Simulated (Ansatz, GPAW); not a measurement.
# STM contrast on Si/Ca(100), part 3 of 3

What would a tunnelling microscope show on Si/Ca(100)?

GPAW 26.7.0 and Ansatz 0.2.0; GPAW, PAW setups; slab in vacuum (the session's first sound run).

So far, dipole along the normal (e·Å): step 2 (relaxation) -0.196; step 3 (bands at fixed density, height 4 Å, STM [-0.5, 0.5] V) -0.195.

## 4. A second plane-wave code (continued)

Level of this step: Ansatz plane waves; slab in vacuum with a dipole correction (Ansatz).

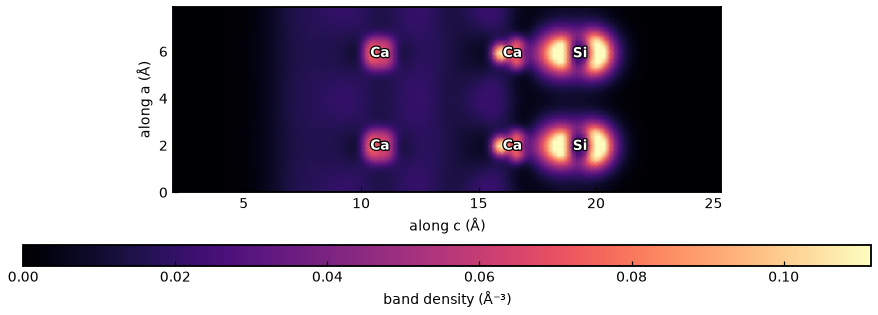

Band density in the ca plane at fractional y = 0.000, with atoms of Ca and Si within 0.2 Å of it. The map starts off the cell's origin, so that atoms lie inside it. The far vacuum is left out of the map.

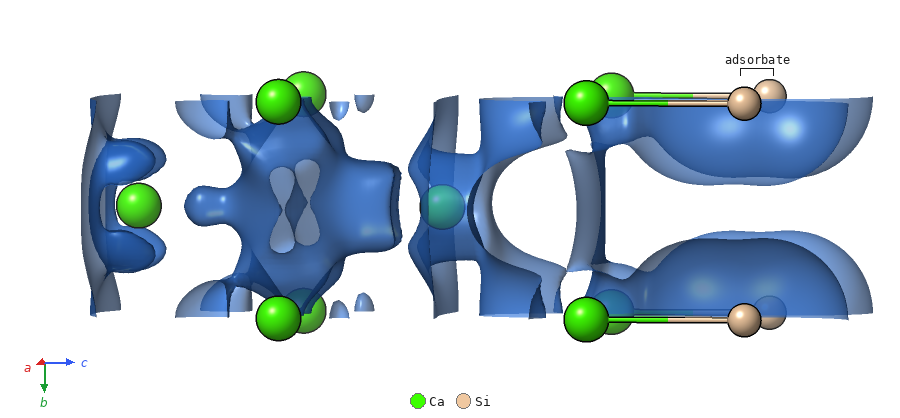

Surface of band density = 0.015 Å⁻³, which holds about 70 % of the integral of its size.

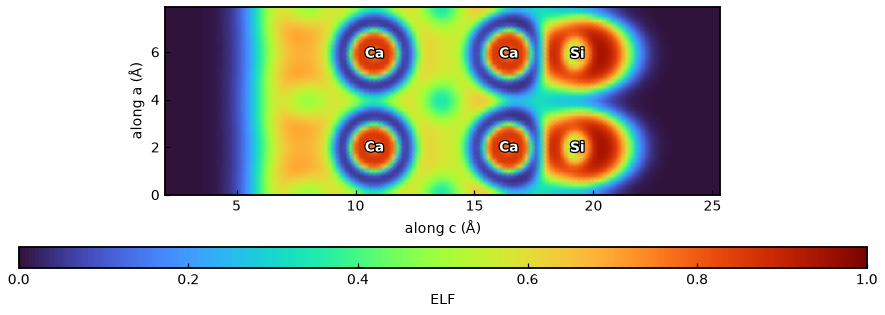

ELF in the ca plane at fractional y = 0.000, with atoms of Ca and Si within 0.2 Å of it. It is the smooth field of the valence electrons, not physical close to the nuclei. The map starts off the cell's origin, so that atoms lie inside it. The far vacuum is left out of the map.

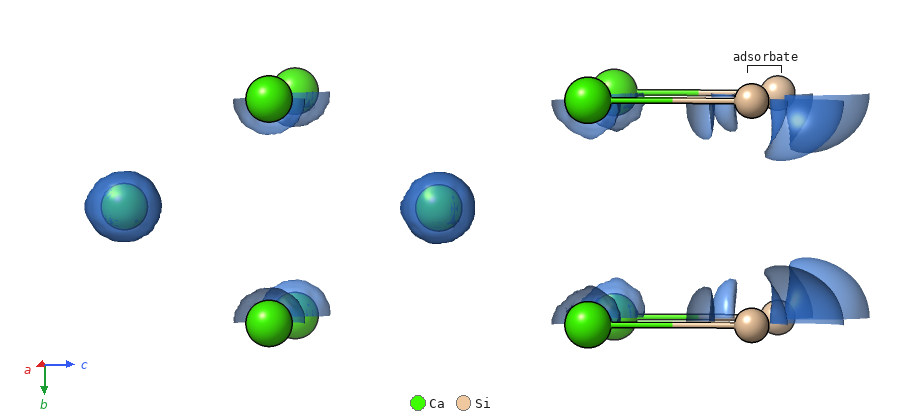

Surface of ELF = 0.85.

The upper face's work function is 5.050 eV, against 5.052 eV in the first plane-wave PBE run at this geometry.

## 5. Side by side

Results and costs are gathered.

This step: comparison of work functions, dipole and cost (GPAW 26.7.0).

Ladder, by row:

```csv
step,code,"work function, upper (eV)","work function, lower (eV)",dipole (e Å),wall time (s),peak memory (GiB),threads
pw,GPAW,5.052,2.782,-0.1953,341.4,0.53,1
ansatz,Ansatz,5.05,2.778,-0.1955,7.92,0.812,4
```

## 6. A changed run

One more run, with changed settings.

This step: GPAW, PAW setups; slab in vacuum (GPAW 26.7.0).

File run.py:

```python
import json
import numpy as np
from ase import Atoms
from gpaw import GPAW, PW

slab = Atoms(
    ['Ca', 'Ca', 'Ca', 'Ca', 'Si'],
    positions=[
        [1.97283, 1.97283, 8.00000],
        [0.00000, 0.00000, 10.79000],
        [1.97283, 1.97283, 13.56326],
        [-0.00000, 0.00000, 16.43245],
        [0.00000, 0.00000, 19.32972]],
    cell=[[3.94566, 0.0, 0.0], [0.0, 3.94566, 0.0], [0.0, 0.0, 27.3835]],
    pbc=[True, True, False])

slab.calc = GPAW(mode=PW(400), xc='pbe96', kpts={'size': (8, 8, 1), 'gamma': True},
                 occupations={'name': 'fermi-dirac', 'width': 0.1}, nbands='140%',
                 convergence={'density': 1e-05}, maxiter=50,
                 poissonsolver={'dipolelayer': 'xy'},
                 symmetry={'tolerance': 1e-3}, txt='slab.txt')
result = {}
energy = slab.get_potential_energy()
fermi = slab.calc.get_fermi_level()
v = slab.calc.get_electrostatic_potential().mean((0, 1)) - fermi
n = slab.calc.get_pseudo_density().mean((0, 1))
L = slab.cell[2, 2]
z = np.arange(len(v)) * L / len(v)
low, high = slab.positions[:, 2].min(), slab.positions[:, 2].max()
below, above = np.interp([low - 5.8, high + 5.8], z, v)
slopes = [np.interp(x, z, np.gradient(v, z)) for x in (low - 5.8, high + 5.8)]
eps = np.array([[slab.calc.get_eigenvalues(k, s) for k in range(len(slab.calc.get_ibz_k_points()))]
                for s in range(slab.calc.get_number_of_spins())]) - fermi
top, bottom = eps[eps < 0].max(), eps[eps > 0].min()
dipole = slab.get_dipole_moment()[2]
print(f'energy {energy:.4f} eV, Fermi level {fermi:.4f} eV, dipole {dipole:.5f} e A')
print(f'potential 5.8 A off the faces, from the Fermi level: lower {below:.4f} eV, upper {above:.4f} eV')
print(f'slope of the potential there: lower {slopes[0]:.5f}, upper {slopes[1]:.5f} eV/A')
print(f'nearest levels on the mesh: {top:.4f} and {bottom:.4f} eV')
print('magnetic moment', round(slab.get_magnetic_moment(), 3))
result.update(energy=energy, fermi=fermi, dipole=dipole, below=below, above=above, slopes=slopes, edges=[top, bottom],
              z=z.tolist(), v=v.tolist(), n=n.tolist(), positions=slab.positions.tolist(),
              forces=slab.get_forces(apply_constraint=False).tolist(), moments=slab.get_magnetic_moments().tolist())
json.dump(result, open('result.json', 'w'))
```

The run is started by

```bash
$ OMP_NUM_THREADS=1 OPENBLAS_NUM_THREADS=1 python run.py
```

Numbers of over 12 decimals in the logs are rounded to 6 here.

What it wrote:

```text
NameError: Unknown functional: pbe96.
```

Elapsed: 0.59 s, on 1 thread of Intel Xeon Platinum 8488C (Sapphire Rapids), shared host; peak memory 0.1 GiB.

The program refused the input before any cycle.

The program's message: “NameError: Unknown functional: pbe96.”

The change that led to it: xc = "pbe96".

## 7. Results

```yaml
work_function_upper_and_lower_face: 5.052 and 2.782 eV
dipole_along_the_normal: -0.195 e Å
corrugation_at_minus_0p5_v: 0.372 Å
corrugation_at_0p5_v: 0.882 Å
```

**Reading.** The corrugation at constant current is largest at 0.5 V, where the tip height varies by 0.88 Å over the cell. Negative sample bias images filled states, positive bias empty ones. The two faces differ by 2.3 eV, the step that the slab's dipole makes (e p/(ε0 A) gives 2.3 eV), so the dipole layer is needed. The two plane-wave codes differ by 0.0019 eV on the upper face. The images are of Tersoff-Hamann type: an s-wave tip, no tip-sample forces, heights closer than in a microscope. Ansatz gives corrugations of 0.33 Å at -0.5 V (GPAW 0.37) and 0.85 Å at 0.5 V (GPAW 0.88). GPAW's time includes a further run over the whole zone for the images, so the two times are not like for like. The cell of 15.6 Å² holds one Si, started on one chosen site; other sites and coverages weren't tried. The in-plane lattice was kept as typed, which isn't the functional's own and leaves some strain; spin-orbit coupling and temperature are left out.

[Logs are printed without paths, hosts, clocks, repeated set-up lines and the standing remarks that a program may print on its own settings, such as how far it seeks lower states.]

[Hosts, paths, dates, database ids (printed as entryN), source tags and the programs' standing remarks are cut or masked in the printed files.]
